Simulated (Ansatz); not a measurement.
One crystal and one scan (scan of one atom of the cell) at two levels, PBE (plane waves to 420 eV, PAW, scalar-relativistic; Ansatz, an electronic-structure program) and PBEsol (plane waves to 420 eV, PAW, scalar-relativistic; Ansatz), each from its own relaxed cell and on its own mesh. The cell shown is that of PBE.

Relaxed Sc (hcp, Mg type):

```yaml
crystal:
  lattice:
    - [3.31949, 0.00000, 0.00000]
    - [-1.65974, 2.87476, 0.00000]
    - [0.00000, 0.00000, 5.16639]
  atoms:
    - { symbol: Sc, position: [0.33333, 0.66667, 0.75000] }
    - { symbol: Sc, position: [0.66667, 0.33333, 0.25000] }
```

Scan: atom 1 (Sc, nearest neighbour Sc at 3.217 Å; its periodic images, 3.3 Å or more away, move with it) is displaced along Cartesian x, direction (1.000, 0.000, 0.000) in Cartesian axes, by s. The other atoms stay.

Energies are smeared free energies. Sc is run without spin polarisation. Sc was relaxed with its symmetry unable to fall. The PAW data are Ansatz's earlier set. With partly filled bands, energies and forces of such displacements shift with the k mesh and the smearing. Percentages come from the unrounded values.

```json
[
 {"quantity": "Lattice constant a (Å)", "PBE": "3.319", "PBEsol": "3.277", "PBE − PBEsol": "+0.042 (+1.3 %)"},
 {"quantity": "Lattice constant c (Å)", "PBE": "5.166", "PBEsol": "5.085", "PBE − PBEsol": "+0.081 (+1.6 %)"},
 {"quantity": "Relaxed volume (Å³/atom)", "PBE": "24.65", "PBEsol": "23.65", "PBE − PBEsol": "+1.00 (+4.2 %)"},
 {"quantity": "Force constant k = d²E/ds² at s = 0 (finite differences) (eV/Å²)", "PBE": "1.47", "PBEsol": "1.53", "PBE − PBEsol": "-0.06 (-4 %)"}
]
```

PBE gives the higher value for: lattice constant a; lattice constant c; relaxed volume. PBE gives the lower value for: force constant k = d²E/ds² at s = 0. Both give the same shape of the curve: a single well with its minimum at or next to zero displacement. Neither level is exact: the differences show how much the result hangs on the functional.

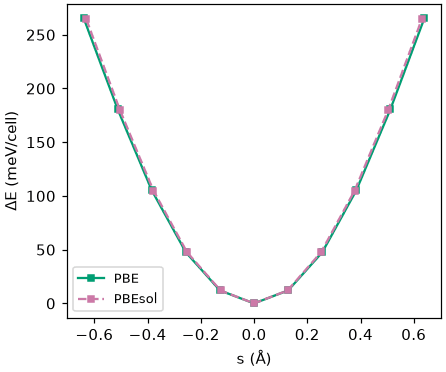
Figure: ΔE, each from the undisplaced structure of its own level.

(A displaced cell: forces are minus the slopes of the energy, force constants its curvatures, and phonons follow from these.)
